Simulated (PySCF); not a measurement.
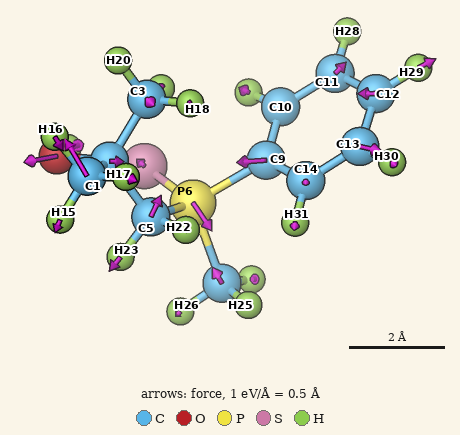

Starting geometry of C$_{11}$H$_{17}$OPS with the computed forces as purple arrows. Style: ball-and-stick. Shown at a tilt.

The start comes from GFN2-xTB. Its atoms were then displaced at random by about 0.01 Å.

The calculation used PySCF 2.14.0, density-fitted response routines, PBE0-D3(BJ)/def2-SVP geometry optimisation, gas phase. 

Q: What follows when this structure is relaxed?

A: It isn't relaxed: the largest force vector, on the O atom, is 1.93 eV/Å. The final displacements have little in common with the starting forces (cosine between the two patterns 0.25). The largest move after the best rigid fit is that of an H atom, 0.14 Å. Largest moves by element: H 0.14 Å, C 0.08 Å, S 0.07 Å, P 0.03 Å, O 0.02 Å. Among the contacts that change: C–P 1.854 → 1.820 Å, H–O 0.947 → 0.974 Å, C–C 1.373 → 1.400 Å, C–H 1.126 → 1.100 Å. Among the angles between lasting bonds that change: C–O–H 112.7° → 107.6°, H–C–H 112.0° → 109.1°, C–C–O 108.3° → 105.9°. After 7 geometry steps the energy has fallen by 0.237 eV.
